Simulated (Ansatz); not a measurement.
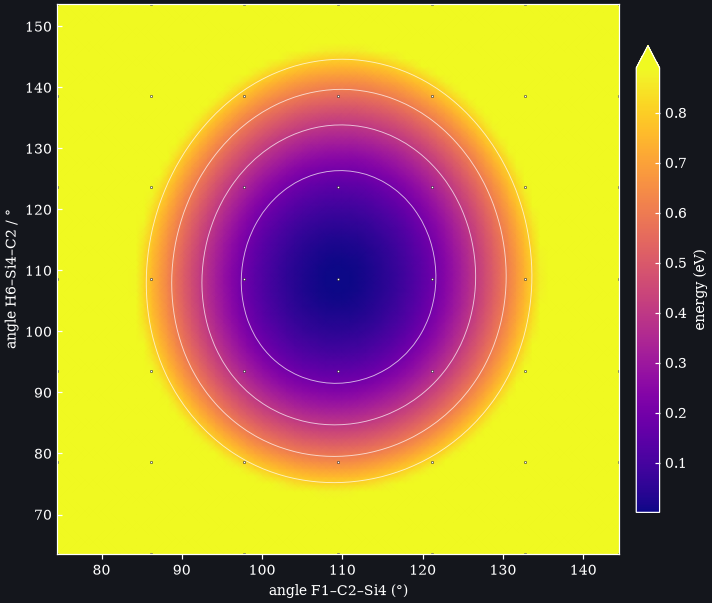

CH4F2Si, SMILES FC(F)[SiH3]. First axis: angle F1–C2–Si4. Second axis: angle H6–Si4–C2. Nothing is relaxed (all other coordinates rigid). Grid: 7 × 7 points. Points are written as (first, second). Energies: eV, counted from the relaxed molecule at the same level. Theory: Ansatz, RKS PBE0-D4/def2-SVP.

In the figure: a smooth colour map with a few white contour lines, dots at the grid points, one colour for all values above the top of the scale. Between grid points the surface is interpolated.

> Where is the minimum, and how stiff is the well along each coordinate?

The interpolated minimum is at angle F1–C2–Si4 ≈ 109.5°, angle H6–Si4–C2 ≈ 108.6°. The curvatures there are about 8.8 eV/rad² and 4.3 eV/rad², with a cross term of about −0.1 eV/rad². Round the minimum the two coordinates are nearly uncoupled.
